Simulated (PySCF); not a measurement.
C3H9ClOSi3

```xyz
17

C    -2.9736   -0.2518    0.2855
C    -1.6489   -0.3297    0.3608
Si   -0.6145   -1.5419   -0.6733
O     0.9176   -1.0794   -0.3402
Si    1.4693    0.0404    0.7299
C     2.6261    1.1872   -0.2483
Cl    2.6042   -1.0020    2.0481
Si   -0.5843    0.7726    1.5010
H    -3.5533   -0.8841   -0.3719
H    -3.5469    0.4480    0.8758
H    -0.7417   -2.9265   -0.2273
H    -0.7692   -1.3551   -2.1125
H     3.3984    0.6178   -0.7596
H     3.1193    1.8932    0.4123
H     2.0830    1.7536   -0.9982
H    -0.8853    2.1909    1.2529
H    -0.9071    0.4789    2.9045
```

Geometry: GFN2-xTB.

Computed with PBE0/pcSseg-1, SCF density, gas phase, non-relativistic (PySCF).

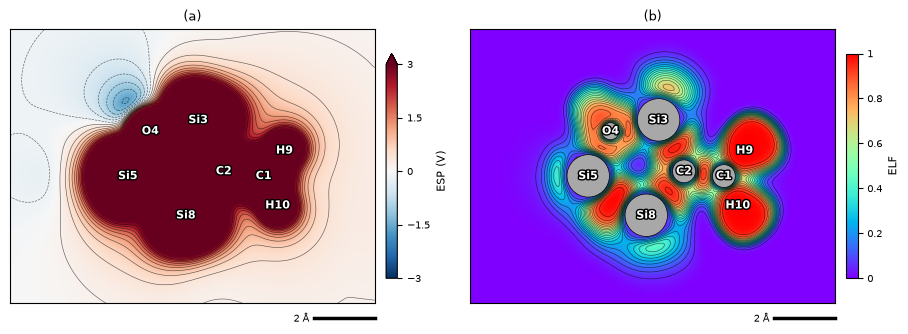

Figure 1. (a) electrostatic potential; (b) electron localisation function on the plane of atoms C2, Si8 and Si5. Grey discs cover the atomic cores in the ELF map.

**Read the bonding off the picture.**

The plane passes through C, Si, O and H nuclei.
C–C (1.33 Å): the ELF peaks at about 0.95 between the atoms; a short, multiple covalent bond.
Si–O (1.63 Å): the ELF peaks at about 0.85 between the atoms; a shared but strongly polarised pair.
C–Si (1.90 Å): the ELF peaks at about 0.95 between the atoms: a covalent bond.
Si–Si (2.31 Å): the ELF peaks at about 1 between the atoms, as expected for a covalent bond.
C–H (1.08 Å): the ELF climbs to about 1 towards the hydrogen, as it does in any bond to H; an ordinary covalent bond to hydrogen.
The ELF also peaks beside O4, away from the bonds: lone-pair regions.
Outside the dense part of the molecule the potential is most negative (−1.6 V) near O4.

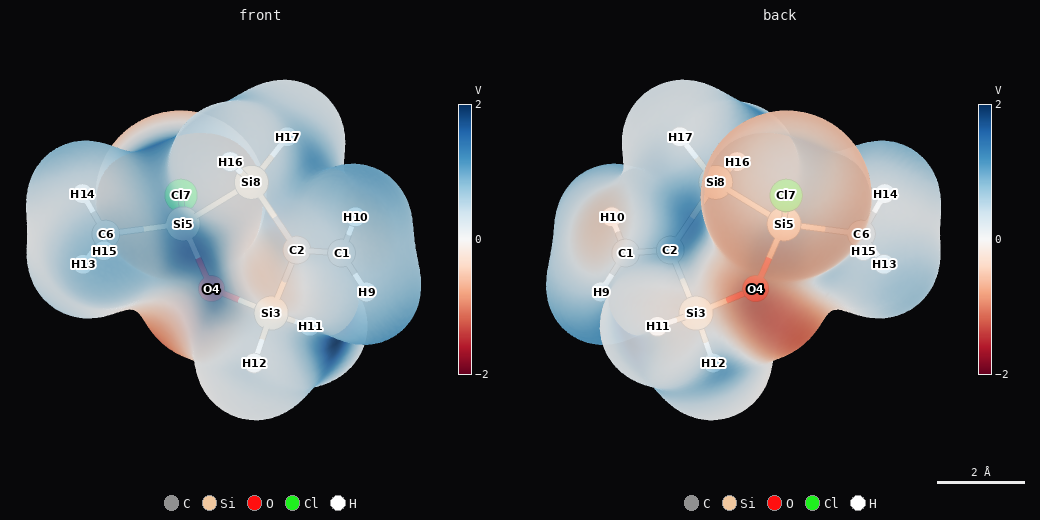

Figure 2. The molecular electrostatic potential painted on the density surface at 0.002 e/bohr³, seen from the front and from behind; red is negative and blue positive.

**Which sites attract a positive test charge, and which a negative one?**

A positive charge is drawn to the negative regions and a negative charge to the positive ones. The most negative region (about −1.2 V) lies over O4, the most positive (about +1.8 V) over Si3. O4 is the likeliest acceptor of a hydrogen bond.

**How polar is the molecule by this calculation?**

Its dipole moment is 2.60 D.
